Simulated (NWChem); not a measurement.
CuH2 (charge −1): energy and gradient calculation

CuH2, charge −1, computed with MP2/pcseg-2, RHF (NWChem 7.3.0).

The geometry comes from this level: GFN2-xTB.

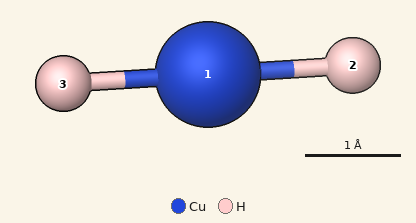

The input geometry (ball-and-stick view, seen at a tilt; atoms are numbered from 1 in the order of the input). Sticks mark near contacts. Bond lengths as drawn: Cu–H 1.55 Å.

**The input**
```python
from ase import Atoms
from ase.calculators.nwchem import NWChem

mol = Atoms(['Cu', 'H', 'H'], positions=[
    [0.000160, 0.000090, 0.000010],
    [-0.017570, -0.021680, 1.552660],
    [0.017410, 0.021590, -1.552670],
])

calc = NWChem(
    label='mymol',
    theory='mp2',
    memory='2200 mb',
    basis='pcseg-2',
    basispar='spherical bse',
    charge=-1,
    scf={'nopen': '0', 'rhf': None, 'thresh': '1e-08', 'maxiter': '80'},
    mp2={'freeze': 'core 5', 'tight': None},
)
mol.calc = calc

forces = mol.get_forces()
print("Total energy (eV):", round(mol.get_potential_energy(), 6))
print("forces (eV/A):")
for s, f in zip(mol.symbols, forces):
    print(f"{s:2s} {f[0]:10.5f} {f[1]:10.5f} {f[2]:10.5f}")
```

**File mymol.nwi**
```
title "mymol"

permanent_dir mymol

scratch_dir mymol

start mymol

geometry units angstrom nocenter noautosym noautoz
  Cu 1.6000000000000001e-04 9.0000000000000006e-05 1.0000000000000001e-05
  H  -1.7569999999999999e-02 -2.1680000000000001e-02 1.5526599999999999e+00
  H  1.7409999999999998e-02 2.1590000000000002e-02 -1.5526700000000000e+00
end

charge -1

memory 2200 mb

basis spherical bse noprint
   * library pcseg-2
end

scf
  nopen 0
  rhf
  thresh 1e-08
  maxiter 80
end
mp2
  freeze core 5
  tight
end

task mp2 gradient
```

Run on 1 thread of AMD EPYC (Zen 5), 16 GiB of memory available, shared host.

Launch command:
```bash
export ASE_NWCHEM_COMMAND="nwchem PREFIX.nwi > PREFIX.nwo"
python run.py
```

**The program's output**
```
Total energy (eV): -44651.001478
forces (eV/A):
Cu   -0.00098   -0.00057   -0.00021
H     0.00740    0.00884   -0.61460
H    -0.00643   -0.00828    0.61480
```

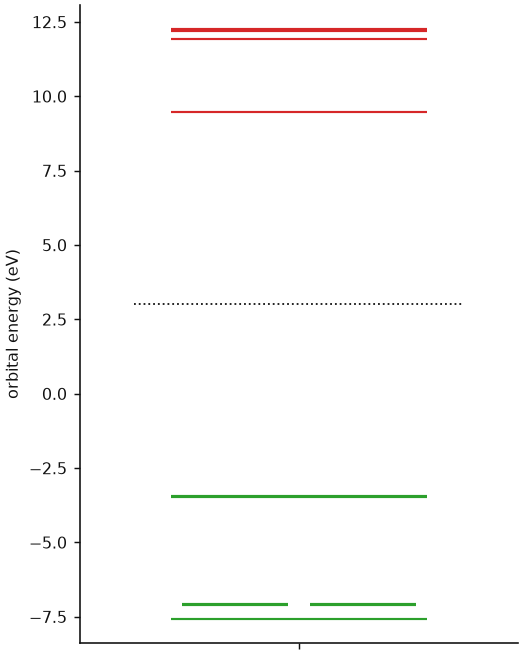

Orbital energies near the frontier (SCF reference); the dotted line parts filled from empty levels, and levels within 0.02 eV of each other stand side by side. Highest filled −3.44 eV, lowest empty 9.47 eV, 12.91 eV apart.

**Key numbers**

- outcome: converged
- total energy: −1640.894052 hartree
- SCF energy: −1640.062913 hartree
- correlation energy: −0.831139 hartree
- basis functions: 84
- largest force: 0.615 eV/Å
- HOMO of the SCF reference: −3.44 eV
- LUMO of the SCF reference: 9.47 eV
- wall time: 55 s
- peak memory: 0.27 GiB
